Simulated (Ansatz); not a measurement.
Molecular dynamics, with input and output: GaNH4O (part 2 of 2)

GaNH4O; RHF/def2-SVP (Ansatz 0.2.0). One setting was made poor on purpose. It belongs to a series of runs on one base structure; here: dynamics from the start.

Geometry of the input (Å):
```
Ga -0.0390  0.0543  -0.0472
O  -0.0562  -0.2616  1.7015
H  -0.8638  -0.4385  2.1547
H  1.3261  0.3501  -0.7325
N  -1.6219  0.0130  -0.9346
H  -2.5117  -0.1778  -0.5180
H  -1.7156  0.1792  -1.9168
```

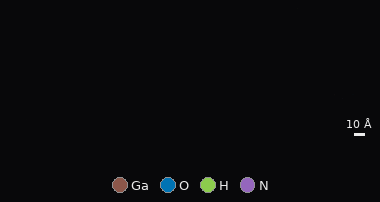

**Figure 1.** The geometry at step 26 of the log (ball-and-stick view, seen at a tilt).

## Trajectory as extended XYZ, continued
```
7
Properties=species:S:1:pos:R:3:forces:R:3 step=12 time_fs=48.0 energy=-55866.28631 temperature=1649979.5
Ga    0.1190   -0.1324    0.4806    0.1075   0.0456  -0.0715
O    15.1731    5.7461   -6.1436   -0.0002  -0.0001   0.0001
H  -242.4668 -102.1569  124.3919    0.0001   0.0001  -0.0001
H   -30.0628    1.2442  -30.3312    0.0023   0.0000   0.0021
N     5.7345    2.0065   -2.3213   -0.1256  -0.0315  -0.0012
H   -86.2454  -20.1362   20.4902    0.0002   0.0000  -0.0001
H     2.8385    3.0232   -9.1652    0.0157  -0.0140   0.0706
7
Properties=species:S:1:pos:R:3:forces:R:3 step=13 time_fs=52.0 energy=-55866.10793 temperature=1102737.9
Ga    0.1331   -0.1415    0.4945    0.0861   0.0339  -0.0466
O    15.7182    5.9752   -6.4234   -0.0002  -0.0001   0.0001
H  -251.1675 -105.8560  128.6648    0.0001   0.0001  -0.0001
H   -42.0864    1.0830  -39.9021    0.0012   0.0000   0.0012
N     6.7366    2.1045   -1.7080   -0.0981  -0.0223  -0.0106
H   -88.7816  -20.8027   21.1838    0.0002   0.0000  -0.0001
H     3.1586    3.2011   -9.5664    0.0107  -0.0116   0.0561
7
Properties=species:S:1:pos:R:3:forces:R:3 step=14 time_fs=56.0 energy=-55865.99328 temperature=735404.9
Ga    0.1456   -0.1498    0.5071    0.0725   0.0273  -0.0342
O    16.1646    6.1581   -6.6560   -0.0002  -0.0001   0.0001
H  -258.2908 -108.9069  132.1291    0.0001   0.0000  -0.0001
H   -51.8988    0.9383  -47.7021    0.0008   0.0000   0.0008
N     7.5568    2.1901   -1.1953   -0.0811  -0.0172  -0.0146
H   -90.9042  -21.3266   21.7075    0.0002   0.0000  -0.0001
H     3.4699    3.3152   -9.8776    0.0077  -0.0101   0.0481
7
Properties=species:S:1:pos:R:3:forces:R:3 step=15 time_fs=60.0 energy=-55865.91499 temperature=487312.6
Ga    0.1559   -0.1558    0.5204    0.0633   0.0232  -0.0273
O    16.5324    6.2951   -6.8508   -0.0001  -0.0001   0.0001
H  -264.0867 -111.3752  134.9745    0.0001   0.0000  -0.0001
H   -59.9233    0.8273  -54.0436    0.0006   0.0000   0.0007
N     8.2154    2.2534   -0.7740   -0.0697  -0.0139  -0.0163
H   -92.6671  -21.7469   22.1563    0.0001   0.0000  -0.0001
H     3.7606    3.4326  -10.1136    0.0058  -0.0092   0.0431
7
Properties=species:S:1:pos:R:3:forces:R:3 step=16 time_fs=64.0 energy=-55865.86044 temperature=330087.5
Ga    0.1663   -0.1525    0.5301    0.0566   0.0204  -0.0233
O    16.8454    6.4085   -7.0130   -0.0001  -0.0001   0.0001
H  -268.7906 -113.3727  137.3281    0.0001   0.0000  -0.0001
H   -66.5337    0.7487  -59.2036    0.0005   0.0000   0.0006
N     8.7553    2.2971   -0.4521   -0.0617  -0.0115  -0.0172
H   -94.1291  -22.0904   22.5311    0.0001   0.0000  -0.0001
H     4.0288    3.5522  -10.2642    0.0046  -0.0089   0.0400
7
Properties=species:S:1:pos:R:3:forces:R:3 step=17 time_fs=68.0 energy=-55865.81937 temperature=220935.7
Ga    0.1765   -0.1458    0.5400    0.0517   0.0183  -0.0207
O    17.1146    6.5155   -7.1503   -0.0001  -0.0001   0.0001
H  -272.6367 -115.0424  139.2844    0.0001   0.0000  -0.0001
H   -71.9672    0.6739  -63.3924    0.0004   0.0000   0.0005
N     9.2033    2.3270   -0.2091   -0.0560  -0.0098  -0.0174
H   -95.3911  -22.3822   22.8019    0.0001   0.0000  -0.0002
H     4.2585    3.6482  -10.4025    0.0037  -0.0086   0.0377
7
Properties=species:S:1:pos:R:3:forces:R:3 step=18 time_fs=72.0 energy=-55865.78620 temperature=147813.8
Ga    0.1849   -0.1368    0.5550    0.0482   0.0168  -0.0188
O    17.3403    6.6155   -7.2775   -0.0001  -0.0001   0.0001
H  -275.7742 -116.4263  140.8659    0.0001   0.0000  -0.0001
H   -76.4085    0.5814  -66.7982    0.0003   0.0000   0.0005
N     9.5687    2.3437   -0.0092   -0.0517  -0.0085  -0.0172
H   -96.4573  -22.6582   22.9859    0.0001   0.0000  -0.0002
H     4.4492    3.7762  -10.5599    0.0031  -0.0084   0.0357
7
Properties=species:S:1:pos:R:3:forces:R:3 step=19 time_fs=76.0 energy=-55865.76092 temperature=97439.4
Ga    0.1915   -0.1317    0.5694    0.0456   0.0158  -0.0175
O    17.5300    6.6995   -7.3786   -0.0001  -0.0001   0.0001
H  -278.3285 -117.5521  142.1149    0.0001   0.0000  -0.0001
H   -80.0439    0.5174  -69.5829    0.0003   0.0000   0.0005
N     9.8636    2.3518    0.1542   -0.0486  -0.0075  -0.0170
H   -97.3064  -22.8881   23.0866    0.0001   0.0000  -0.0002
H     4.6175    3.8900  -10.6839    0.0026  -0.0082   0.0341
7
Properties=species:S:1:pos:R:3:forces:R:3 step=20 time_fs=80.0 energy=-55865.74051 temperature=67495.0
Ga    0.2021   -0.1316    0.5809    0.0438   0.0149  -0.0164
O    17.6854    6.7622   -7.4576   -0.0001  -0.0001   0.0001
H  -280.4128 -118.5008  143.1090    0.0001   0.0000   0.0000
H   -83.0906    0.5353  -71.8294    0.0003   0.0000   0.0005
N    10.0890    2.3473    0.2847   -0.0464  -0.0070  -0.0166
H   -98.0072  -23.0703   23.1361    0.0001   0.0001  -0.0002
H     4.7662    3.9387  -10.8492    0.0022  -0.0079   0.0327
7
Properties=species:S:1:pos:R:3:forces:R:3 step=21 time_fs=84.0 energy=-55865.72485 temperature=45287.0
Ga    0.2118   -0.1346    0.5905    0.0426   0.0142  -0.0156
O    17.8131    6.8058   -7.5255   -0.0001  -0.0001   0.0001
H  -282.1374 -119.2913  143.9240    0.0001   0.0000   0.0000
H   -85.6113    0.6086  -73.7147    0.0002  -0.0001   0.0005
N    10.2498    2.3340    0.3835   -0.0448  -0.0066  -0.0162
H   -98.5880  -23.2347   23.2004    0.0001   0.0001  -0.0002
H     4.8638    3.9463  -11.0165    0.0019  -0.0076   0.0315
7
Properties=species:S:1:pos:R:3:forces:R:3 step=22 time_fs=88.0 energy=-55865.71331 temperature=30976.0
Ga    0.2158   -0.1380    0.6033    0.0417   0.0137  -0.0151
O    17.9195    6.8415   -7.5786   -0.0001   0.0000   0.0001
H  -283.5568 -119.8861  144.5930    0.0001   0.0000   0.0000
H   -87.6206    0.7259  -75.3829    0.0002  -0.0001   0.0005
N    10.3772    2.3091    0.4625   -0.0437  -0.0064  -0.0159
H   -99.0236  -23.3785   23.2218    0.0001   0.0001  -0.0003
H     4.9167    3.9331  -11.1281    0.0017  -0.0073   0.0307
7
Properties=species:S:1:pos:R:3:forces:R:3 step=23 time_fs=92.0 energy=-55865.70402 temperature=20640.6
Ga    0.2173   -0.1421    0.6192    0.0409   0.0132  -0.0147
O    18.0108    6.8675   -7.6214   -0.0001   0.0000   0.0001
H  -284.7089 -120.3250  145.1578    0.0001   0.0000   0.0000
H   -89.2538    0.8839  -76.7846    0.0002  -0.0001   0.0005
N    10.4886    2.2773    0.5375   -0.0427  -0.0061  -0.0157
H   -99.3284  -23.5033   23.2004    0.0001   0.0001  -0.0003
H     4.9878    3.9018  -11.2096    0.0016  -0.0071   0.0301
7
Properties=species:S:1:pos:R:3:forces:R:3 step=24 time_fs=96.0 energy=-55865.69612 temperature=14120.7
Ga    0.2166   -0.1507    0.6358    0.0402   0.0128  -0.0143
O    18.0841    6.8806   -7.6532    0.0000   0.0000   0.0001
H  -285.6467 -120.6593  145.6190    0.0001   0.0000   0.0000
H   -90.5964    1.0397  -77.9177    0.0001  -0.0001   0.0005
N    10.5875    2.2435    0.6138   -0.0419  -0.0058  -0.0156
H   -99.5772  -23.6360   23.1751    0.0001   0.0001  -0.0003
H     5.0641    3.8824  -11.2665    0.0014  -0.0070   0.0297
7
Properties=species:S:1:pos:R:3:forces:R:3 step=25 time_fs=100.0 energy=-55865.68886 temperature=9514.0
Ga    0.2191   -0.1583    0.6552    0.0397   0.0124  -0.0139
O    18.1479    6.8887   -7.6713    0.0000   0.0000   0.0001
H  -286.3927 -120.8798  146.0073    0.0001   0.0000   0.0000
H   -91.6849    1.1366  -78.8788    0.0001  -0.0001   0.0005
N    10.6709    2.2134    0.6842   -0.0412  -0.0056  -0.0154
H   -99.7935  -23.7769   23.1576    0.0001   0.0001  -0.0004
H     5.1274    3.8526  -11.3406    0.0012  -0.0068   0.0291
7
Properties=species:S:1:pos:R:3:forces:R:3 step=26 time_fs=104.0 energy=-55865.68188 temperature=6325.3
Ga    0.2235   -0.1648    0.6766    0.0393   0.0122  -0.0135
O    18.2043    6.8954   -7.6693    0.0000   0.0000   0.0001
H  -286.9687 -121.0224  146.3913    0.0001   0.0000   0.0000
H   -92.5713    1.1882  -79.6665    0.0001  -0.0001   0.0005
N    10.7315    2.1994    0.7336   -0.0406  -0.0055  -0.0152
H   -99.9936  -23.9056   23.1898    0.0001   0.0001  -0.0004
H     5.1828    3.8758  -11.4426    0.0011  -0.0066   0.0285
7
Properties=species:S:1:pos:R:3:forces:R:3 step=27 time_fs=108.0 energy=-55865.67504 temperature=4163.8
Ga    0.2263   -0.1733    0.7024    0.0390   0.0120  -0.0131
O    18.2531    6.9000   -7.6526   -0.0001   0.0000   0.0001
H  -287.3933 -121.0977  146.7483    0.0001   0.0000   0.0000
H   -93.3099    1.2266  -80.2713    0.0001  -0.0001   0.0005
N    10.7718    2.1900    0.7668   -0.0403  -0.0054  -0.0149
H  -100.1634  -24.0062   23.2139    0.0001   0.0001  -0.0004
H     5.2353    3.9870  -11.5598    0.0011  -0.0066   0.0278
7
Properties=species:S:1:pos:R:3:forces:R:3 step=28 time_fs=112.0 energy=-55865.66965 temperature=3035.6
Ga    0.2278   -0.1849    0.7305    0.0388   0.0120  -0.0127
O    18.3015    6.8960   -7.6323   -0.0001   0.0000   0.0001
H  -287.7117 -121.1341  147.0533    0.0001   0.0000   0.0000
H   -93.9264    1.2572  -80.7554    0.0001  -0.0001   0.0005
N    10.7910    2.1720    0.7963   -0.0401  -0.0053  -0.0146
H  -100.2719  -24.0706   23.2022    0.0001   0.0001  -0.0004
H     5.2605    4.1184  -11.6566    0.0011  -0.0067   0.0271
7
Properties=species:S:1:pos:R:3:forces:R:3 step=29 time_fs=116.0 energy=-55865.66631 temperature=2354.0
Ga    0.2284   -0.2009    0.7560    0.0387   0.0120  -0.0124
O    18.3407    6.8733   -7.6189   -0.0001   0.0000   0.0001
H  -287.9780 -121.2131  147.3241    0.0001   0.0000   0.0000
H   -94.4427    1.2866  -81.1502    0.0001  -0.0001   0.0005
N    10.7940    2.1459    0.8290   -0.0400  -0.0051  -0.0144
H  -100.3396  -24.1380   23.1797    0.0001   0.0001  -0.0004
H     5.2596    4.2811  -11.6941    0.0011  -0.0069   0.0266
7
Properties=species:S:1:pos:R:3:forces:R:3 step=30 time_fs=120.0 energy=-55865.66393 temperature=1834.3
Ga    0.2276   -0.2143    0.7770    0.0387   0.0121  -0.0121
O    18.3710    6.8447   -7.6063   -0.0001   0.0000   0.0001
H  -288.2241 -121.3335  147.5275    0.0001   0.0000   0.0000
H   -94.8741    1.3538  -81.5145    0.0001  -0.0001   0.0005
N    10.7918    2.1231    0.8591   -0.0400  -0.0049  -0.0142
H  -100.3939  -24.2117   23.1568    0.0001   0.0001  -0.0004
H     5.2667    4.4531  -11.7038    0.0011  -0.0072   0.0262
7
Properties=species:S:1:pos:R:3:forces:R:3 step=31 time_fs=124.0 energy=-55865.66147 temperature=1314.3
Ga    0.2244   -0.2173    0.8007    0.0387   0.0121  -0.0119
O    18.4004    6.8315   -7.5869   -0.0001   0.0000   0.0001
H  -288.4424 -121.4426  147.6210    0.0001   0.0000   0.0000
H   -95.2159    1.4760  -81.8591    0.0001  -0.0001   0.0005
N    10.7940    2.1038    0.8800   -0.0400  -0.0048  -0.0141
H  -100.4201  -24.2908   23.1188    0.0001   0.0001  -0.0004
H     5.2867    4.5665  -11.7307    0.0011  -0.0073   0.0258
7
Properties=species:S:1:pos:R:3:forces:R:3 step=32 time_fs=128.0 energy=-55865.65946 temperature=1417.4
Ga    0.2202   -0.2190    0.8295    0.0388   0.0120  -0.0117
O    18.4297    6.8328   -7.5595   -0.0001   0.0000   0.0001
H  -288.6642 -121.5250  147.6479    0.0001   0.0000   0.0000
H   -95.4623    1.5875  -82.1886    0.0001  -0.0001   0.0005
N    10.7890    2.0778    0.8939   -0.0400  -0.0046  -0.0140
H  -100.4390  -24.4140   23.0725    0.0001   0.0001  -0.0004
H     5.3371    4.6700  -11.7586    0.0010  -0.0074   0.0255
7
Properties=species:S:1:pos:R:3:forces:R:3 step=33 time_fs=132.0 energy=-55865.65857 temperature=1192.3
Ga    0.2161   -0.2209    0.8561    0.0389   0.0120  -0.0114
O    18.4462    6.8399   -7.5337   -0.0001  -0.0001   0.0001
H  -288.8449 -121.5995  147.7097    0.0001   0.0000   0.0000
H   -95.6884    1.6943  -82.4960    0.0001  -0.0001   0.0005
N    10.7674    2.0482    0.9038   -0.0402  -0.0044  -0.0139
H  -100.5312  -24.5401   22.9854    0.0001   0.0001  -0.0004
H     5.3815    4.8253  -11.7570    0.0010  -0.0076   0.0252
7
Properties=species:S:1:pos:R:3:forces:R:3 step=34 time_fs=136.0 energy=-55865.65779 temperature=1017.3
Ga    0.2145   -0.2201    0.8764    0.0391   0.0121  -0.0113
O    18.4565    6.8467   -7.5150   -0.0001  -0.0001   0.0001
H  -288.9475 -121.7011  147.7966    0.0001   0.0000   0.0000
H   -95.9261    1.8275  -82.7269    0.0001  -0.0001   0.0005
N    10.7502    2.0191    0.9128   -0.0404  -0.0041  -0.0137
H  -100.6460  -24.6537   22.8637    0.0001   0.0001  -0.0004
H     5.3445    5.0332  -11.7329    0.0011  -0.0080   0.0249
7
Properties=species:S:1:pos:R:3:forces:R:3 step=35 time_fs=140.0 energy=-55865.65625 temperature=713.8
Ga    0.2133   -0.2198    0.8869    0.0391   0.0122  -0.0112
O    18.4714    6.8487   -7.4928   -0.0001  -0.0001   0.0001
H  -289.0318 -121.8263  147.8747    0.0001   0.0000   0.0000
H   -96.1513    1.9347  -82.9022    0.0001  -0.0001   0.0005
N    10.7456    1.9953    0.9167   -0.0405  -0.0039  -0.0134
H  -100.7278  -24.7658   22.7504    0.0001   0.0001  -0.0004
H     5.2797    5.2511  -11.7191    0.0012  -0.0083   0.0245
7
Properties=species:S:1:pos:R:3:forces:R:3 step=36 time_fs=144.0 energy=-55865.65305 temperature=736.4
Ga    0.2096   -0.2173    0.8900    0.0390   0.0121  -0.0110
O    18.4828    6.8481   -7.4645   -0.0001  -0.0001   0.0001
H  -289.1332 -121.9529  147.9611    0.0001   0.0000   0.0000
H   -96.3529    2.0619  -83.0628    0.0001  -0.0001   0.0005
N    10.7556    1.9765    0.9168   -0.0404  -0.0037  -0.0132
H  -100.7763  -24.8519   22.6300    0.0001   0.0001  -0.0004
H     5.2451    5.4049  -11.7732    0.0012  -0.0084   0.0240
7
Properties=species:S:1:pos:R:3:forces:R:3 step=37 time_fs=148.0 energy=-55865.64840 temperature=582.5
Ga    0.2050   -0.2095    0.8972    0.0389   0.0120  -0.0108
O    18.4946    6.8449   -7.4442   -0.0001  -0.0001   0.0001
H  -289.2648 -122.0655  148.0397    0.0001   0.0000   0.0000
H   -96.4933    2.2255  -83.2130    0.0001  -0.0001   0.0005
N    10.7743    1.9632    0.9236   -0.0403  -0.0036  -0.0128
H  -100.7923  -24.9031   22.5118    0.0001   0.0001  -0.0004
H     5.1911    5.4953  -11.8910    0.0012  -0.0083   0.0235
7
Properties=species:S:1:pos:R:3:forces:R:3 step=38 time_fs=152.0 energy=-55865.64382 temperature=485.8
Ga    0.1994   -0.1994    0.9086    0.0388   0.0119  -0.0106
O    18.5133    6.8349   -7.4392   -0.0001  -0.0001   0.0001
H  -289.3681 -122.1542  148.0860    0.0001   0.0000   0.0000
H   -96.5543    2.3952  -83.3322    0.0001  -0.0001   0.0005
N    10.7796    1.9644    0.9374   -0.0402  -0.0037  -0.0124
H  -100.7558  -24.9319   22.4024    0.0001   0.0001  -0.0004
H     5.1535    5.5722  -12.0311    0.0012  -0.0082   0.0229
7
Properties=species:S:1:pos:R:3:forces:R:3 step=39 time_fs=156.0 energy=-55865.64051 temperature=516.2
Ga    0.1936   -0.1920    0.9199    0.0387   0.0119  -0.0104
O    18.5195    6.8142   -7.4394   -0.0001  -0.0001   0.0001
H  -289.4289 -122.2356  148.0743    0.0001   0.0000   0.0000
H   -96.5524    2.5629  -83.4474    0.0001  -0.0001   0.0005
N    10.7703    1.9878    0.9521   -0.0401  -0.0038  -0.0122
H  -100.6572  -24.9771   22.2991    0.0001   0.0001  -0.0004
H     5.1283    5.6263  -12.1482    0.0012  -0.0080   0.0225
7
Properties=species:S:1:pos:R:3:forces:R:3 step=40 time_fs=160.0 energy=-55865.63811 temperature=484.8
Ga    0.1879   -0.1903    0.9250    0.0387   0.0119  -0.0103
O    18.5064    6.7853   -7.4404   -0.0001  -0.0001   0.0001
H  -289.4240 -122.3508  148.0428    0.0001   0.0000   0.0000
H   -96.4866    2.7076  -83.5376    0.0001  -0.0001   0.0005
N    10.7594    2.0199    0.9703   -0.0401  -0.0041  -0.0120
H  -100.5396  -25.0306   22.2200    0.0001   0.0001  -0.0004
H     5.0656    5.6254  -12.2447    0.0012  -0.0078   0.0222
```
